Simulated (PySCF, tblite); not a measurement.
# C4H6Cl2O: magnetic properties

Wanted: magnetic properties for C4H6Cl2O (`CC(=O)CC(Cl)Cl`).

Computed with tblite 0.8.0 and PySCF 2.14.0 and routines of our own; the level stands in each step. Atoms count from 0.

## 1. The system as given

13 atoms, charge 0, multiplicity 1; geometry from: force field or distance geometry start.

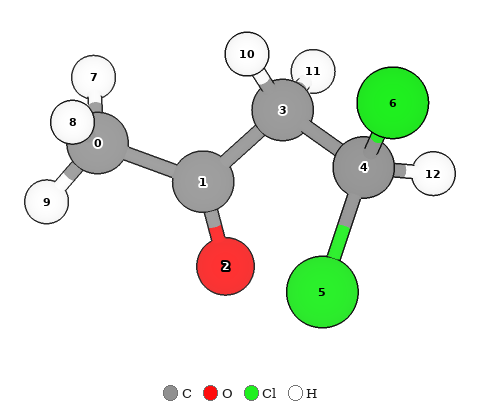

The starting geometry (carbon grey, oxygen red, chlorine green, hydrogen white).

## 2. Optimising the geometry with GFN2-xTB, one coordinate held

Job settings and geometry (Å):

```
{"job": {"kind": "relax", "xc": "GFN2-xTB", "basis": "xTB"}, "charge": 0, "multiplicity": 1}
C     -1.905100     0.505700    -0.079300
C     -0.751900    -0.200500    -0.717200
O     -0.900100    -1.206400    -1.405300
C      0.618300     0.407700    -0.503700
C      1.678700    -0.686200    -0.409500
Cl     0.923500    -2.286100    -0.153200
Cl     2.781300    -0.339800     0.946600
H     -1.980400     1.524500    -0.481700
H     -1.774200     0.543000     1.006600
H     -2.842800    -0.032900    -0.294100
H      0.608500     1.005500     0.416000
H      0.795900     1.070400    -1.339700
H      2.286700    -0.745500    -1.311100
```

Run with:

```console
> OMP_NUM_THREADS=1 python excited_run.py task.json out
```

The driver reads the jobs from task.json and runs them one after another.

Output:

```text
step      E/eV     max force
  0    -673.80719    2.157
  1    -673.84963    2.206
  2    -673.90323    0.889
  3    -673.94342    0.639
  4    -673.97531    0.803
  5    -673.99137    0.559
  6    -673.99909    0.370
  7    -674.00440    0.412
  8    -674.01040    0.450
  9    -674.01536    0.459
 10    -674.01884    0.444
 11    -674.02125    0.455
 12    -674.02331    0.464
 13    -674.02550    0.424
 14    -674.02757    0.359
 15    -674.02908    0.314
 16    -674.03020    0.275
 17    -674.03128    0.244
 18    -674.03244    0.223
 19    -674.03344    0.222
 20    -674.03409    0.225
 21    -674.03455    0.231
 22    -674.03504    0.233
 23    -674.03560    0.218
 24    -674.03609    0.189
 25    -674.03642    0.163
 26    -674.03665    0.150
 27    -674.03686    0.154
 28    -674.03711    0.178
 29    -674.03740    0.198
 30    -674.03774    0.204
 31    -674.03824    0.235
 32    -674.03908    0.266
 33    -674.04051    0.291
 34    -674.04262    0.298
 35    -674.04539    0.280
 36    -674.04897    0.238
 37    -674.05252    0.189
 38    -674.05609    0.174
 39    -674.05799    0.287
 40    -674.05948    0.256
 41    -674.06337    0.224
 42    -674.06552    0.245
 43    -674.06769    0.279
 44    -674.06904    0.290
 45    -674.07011    0.285
 46    -674.07138    0.271
 47    -674.07260    0.262
 48    -674.07523    0.235
 49    -674.07795    0.192
 50    -674.07971    0.197
 51    -674.08166    0.209
 52    -674.08321    0.175
 53    -674.08410    0.146
 54    -674.08669    0.139
 55    -674.08786    0.112
 56    -674.08841    0.094
 57    -674.08932    0.094
 58    -674.08979    0.099
 59    -674.09035    0.104
 60    -674.09058    0.121
 61    -674.09092    0.132
 62    -674.09140    0.155
 63    -674.09195    0.190
 64    -674.09260    0.206
 65    -674.09319    0.198
 66    -674.09370    0.175
 67    -674.09426    0.146
 68    -674.09498    0.146
 69    -674.09579    0.159
 70    -674.09656    0.182
 71    -674.09734    0.200
 72    -674.09830    0.247
 73    -674.09969    0.307
 74    -674.10203    0.323
 75    -674.10416    0.302
 76    -674.10635    0.162
 77    -674.10833    0.145
 78    -674.11026    0.129
 79    -674.11174    0.127
 80    -674.11389    0.160
 81    -674.11415    0.174
 82    -674.11540    0.133
 83    -674.11565    0.143
 84    -674.11596    0.113
 85    -674.11616    0.104
 86    -674.11628    0.102
 87    -674.11640    0.100
 88    -674.11648    0.098
 89    -674.11653    0.102
 90    -674.11655    0.104
 91    -674.11657    0.103
 92    -674.11659    0.101
 93    -674.11660    0.099
 94    -674.11661    0.098
```

Run time: 0.71 s. Hardware: 1 thread of Arm Neoverse V2, shared host; peak memory 0.18 GiB.

One coordinate is held by a constraint (a dihedral, as typed in the start), so the force along it need not vanish.

Along the way: (not every step is listed)

| step | energy from step 0 (eV) | largest force (eV/Å) |
| --- | --- | --- |
| 0 | 0.0000 | 2.1569 |
| 1 | -0.0424 | 2.2058 |
| 2 | -0.0960 | 0.8892 |
| 3 | -0.1362 | 0.6391 |
| 4 | -0.1681 | 0.8034 |
| 5 | -0.1842 | 0.5592 |
| 6 | -0.1919 | 0.3703 |
| 7 | -0.1972 | 0.4119 |
| 8 | -0.2032 | 0.4497 |
| 16 | -0.2230 | 0.2745 |
| 24 | -0.2289 | 0.1886 |
| 32 | -0.2319 | 0.2656 |
| 40 | -0.2523 | 0.2560 |
| 48 | -0.2680 | 0.2351 |
| 56 | -0.2812 | 0.0938 |
| 64 | -0.2854 | 0.2063 |
| 72 | -0.2911 | 0.2472 |
| 80 | -0.3067 | 0.1599 |
| 88 | -0.3093 | 0.0985 |
| 89 | -0.3093 | 0.1018 |
| 90 | -0.3094 | 0.1042 |
| 91 | -0.3094 | 0.1026 |
| 92 | -0.3094 | 0.1011 |
| 93 | -0.3094 | 0.0987 |
| 94 | -0.3094 | 0.0980 |

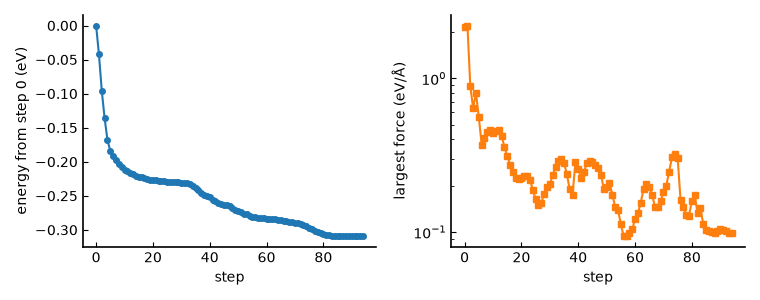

Energy and largest force along the relaxation.

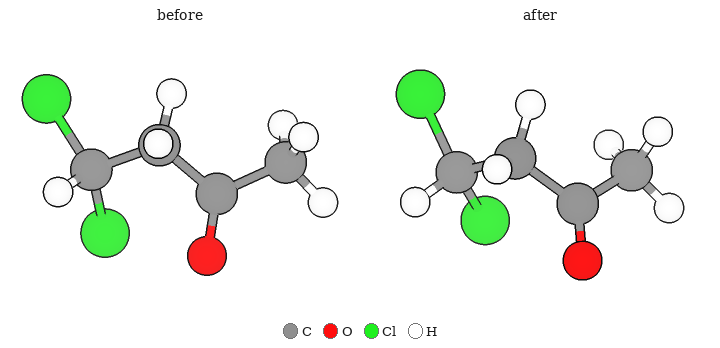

Before and after, at one scale.

Distances of close pairs at the start and the end, largest changes first:

| bond | before (Å) | after (Å) | change (Å) |
| --- | --- | --- | --- |
| C1–O2 | 1.228 | 1.200 | -0.028 |
| C1–C3 | 1.514 | 1.537 | +0.023 |
| C0–H9 | 1.103 | 1.087 | -0.016 |
| C3–H11 | 1.081 | 1.091 | +0.009 |
| C0–H7 | 1.098 | 1.090 | -0.008 |
| C0–H8 | 1.094 | 1.087 | -0.008 |
| C3–H10 | 1.097 | 1.090 | -0.007 |
| C0–C1 | 1.495 | 1.500 | +0.005 |

The final coordinates are the input of the step that follows.

## 3. Magnetic properties: GIAO BHandHLYP/pcSseg-1

Job settings and geometry (Å):

```
{"job": {"kind": "mag", "xc": "BHandHLYP", "basis": "pcSseg-1", "isotopologues": 0}, "charge": 0, "multiplicity": 1}
C     -1.743676     0.278184     0.091655
C     -0.797225    -0.010071    -1.035748
O     -1.117036    -0.533803    -2.066736
C      0.642743     0.467906    -0.790981
C      1.522444    -0.657467    -0.245877
Cl     0.549928    -2.045630     0.332461
Cl     2.518912    -0.086054     1.115821
H     -1.946892     1.348558     0.104874
H     -1.301690     0.005251     1.046085
H     -2.678067    -0.256438    -0.055919
H      0.626323     1.296759    -0.083710
H      1.060538     0.812028    -1.738178
H      2.201116    -1.060112    -0.998359
```

With the program's defaults for keys left out, this is: GIAO BHandHLYP/pcSseg-1 magnetisability, rotational g tensor and spin-rotation constants, non-relativistic, gas phase.

Output:

```text
coarse grid: 12400 points
cycle   1  E = -1151.2203288811  dE =  1.104e+00  |g| = 8.896e-01  |ddm| = 3.182e+00
cycle   2  E = -1151.0188085233  dE =  2.015e-01  |g| = 1.405e+00  |ddm| = 1.956e+00
cycle   3  E = -1151.3982327925  dE = -3.794e-01  |g| = 9.435e-02  |ddm| = 1.304e+00
cycle   4  E = -1151.3996376648  dE = -1.405e-03  |g| = 6.503e-02  |ddm| = 1.223e-01
cycle   5  E = -1151.4005318840  dE = -8.942e-04  |g| = 1.333e-02  |ddm| = 6.141e-02
cycle   6  E = -1151.4005778769  dE = -4.599e-05  |g| = 4.342e-03  |ddm| = 1.638e-02
cycle   7  E = -1151.4005829067  dE = -5.030e-06  |g| = 1.049e-03  |ddm| = 6.760e-03
final grid: 111768 points
cycle   8  E = -1151.4368606387  dE = -1.343e-05  |g| = 3.713e-03  |ddm| = 1.294e-02
cycle   9  E = -1151.4368591007  dE =  1.538e-06  |g| = 4.775e-03  |ddm| = 6.027e-03
cycle  10  E = -1151.4368637405  dE = -4.640e-06  |g| = 5.958e-04  |ddm| = 3.754e-03
cycle  11  E = -1151.4368638060  dE = -6.548e-08  |g| = 1.333e-04  |ddm| = 5.011e-04
cycle  12  E = -1151.4368638090  dE = -3.020e-09  |g| = 5.812e-05  |ddm| = 1.720e-04
cycle  13  E = -1151.4368638099  dE = -8.467e-10  |g| = 1.178e-05  |ddm| = 5.869e-05
converged SCF energy = -1151.4368638099

Magnetisability tensor (1e-30 J/T^2)
    -1264.90       -8.70      -20.91
       -8.70    -1324.26       90.56
      -20.91       90.56    -1188.34
isotropic -1259.17   principal values   -1369.55  -1268.93  -1139.02
isotropic susceptibility -75.829 1e-6 cm^3/mol

Inertial axes            a          b          c
rot. const./GHz      2.8033     1.1490     1.0085
chi total           -76.358    -81.012    -70.116
chi diamagnetic    -521.364  -1090.172  -1203.015
chi paramagnetic    445.006   1009.160   1132.900
quadrupole/D A      -10.156      4.410      5.746
g nuclear            0.5600     0.5319     0.5200
g electronic        -0.5861    -0.5447    -0.5367
g total             -0.0261    -0.0128    -0.0168

Spin-rotation constants (kHz, H = +C I.J)
atom  isotope        aa         bb         cc
  5   35Cl        0.784      0.204      0.367
  6   35Cl        0.512      0.365      0.405
  7     1H       -0.332      0.014     -0.090
  8     1H       -0.070     -0.124     -0.048
  9     1H       -0.063     -0.076     -0.100
 10     1H       -0.263     -0.040     -0.053
 11     1H       -0.308     -0.089      0.006
 12     1H       -0.250     -0.109      0.050
  0    13C*       0.505      0.215      0.143
  1    13C*       1.376      0.328      0.512
  2    17O*      -2.155     -0.256     -0.847
  3    13C*       0.478      0.232      0.226
  4    13C*       0.620      0.255      0.252
* in the singly substituted isotopologue
```

It took 23 s on 1 thread of Arm Neoverse V2, shared host; peak memory 0.74 GiB.

Key values:

| quantity | value |
| --- | --- |
| magnetisability | -1259·10⁻³⁰ J/T² |
| molar susceptibility | -75.8·10⁻⁶ cm³/mol |
| rotational g (a, b, c) | -0.0261, -0.0128, -0.0168 |

## 4. Results

| quantity | value |
| --- | --- |
| magnetisability (step 3, GIAO BHandHLYP/pcSseg-1) | -1259·10⁻³⁰ J/T² |
| molar susceptibility (step 3, GIAO BHandHLYP/pcSseg-1) | -75.8·10⁻⁶ cm³/mol |
| rotational g (a, b, c) (step 3, GIAO BHandHLYP/pcSseg-1) | -0.0261, -0.0128, -0.0168 |

The values above hold for this geometry and these levels alone. Vibrational averaging and real surroundings are missing from these values.
